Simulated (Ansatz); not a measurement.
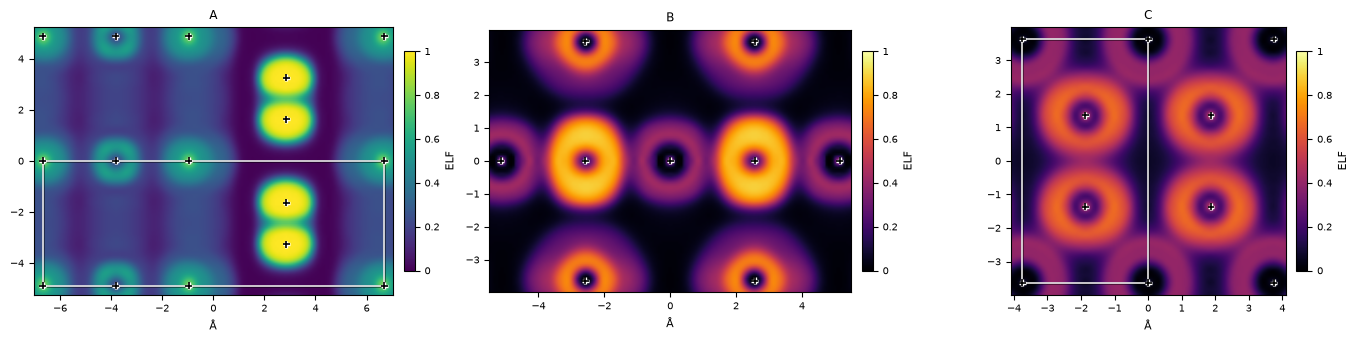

The ELF of 3 systems, each on a plane through atoms (crosses mark nuclei in the plane).

All numbers below come from DFT PBE, scalar-relativistic, plane waves, PAW (Ansatz).

System 1: GeWCl3, the (101) plane of the conventional cell. Space group Pm-3m; a structure generated by program, which may or may not match a known phase; spin-polarised.

System 2: Hg2H2Pd, the (110) plane of the conventional cell. Space group P6/mmm; a structure generated by program, which may or may not match a known phase.

System 3: Ge2As3, the (100) plane of the conventional cell. Space group P4/mmm; a structure generated by program, which may or may not match a known phase; computed without spin polarisation.

```yaml
crystal:
  lattice:
    - [3.74868, 0.00000, 0.00000]
    - [0.00000, 3.74868, 0.00000]
    - [0.00000, 0.00000, 7.26908]
  atoms:
    - { symbol: Ge, position: [0.00000, 0.50000, 0.50000] }
    - { symbol: Ge, position: [0.50000, 0.00000, 0.50000] }
    - { symbol: As, position: [0.50000, 0.50000, 0.00000] }
    - { symbol: As, position: [0.00000, 0.00000, 0.81288] }
    - { symbol: As, position: [0.00000, 0.00000, 0.18712] }
```

### Match each panel to its system.

Panel A is system 2, Hg2H2Pd: the plane holds Hg, H and Pd. H–H (1.63 Å): the ELF is about 0.75 at the midpoint. Panel B is system 1, GeWCl3: the plane holds Ge, W and Cl. Ge–Cl (2.57 Å): the ELF peaks at about 0.85 in the valence shell of Cl, 0.8 Å from its nucleus, and drops to about 0.30 between the two atoms. Panel C is system 3, Ge2As3: the plane holds Ge and As. As–As (2.72 Å): the ELF is about 0.45 at the midpoint.
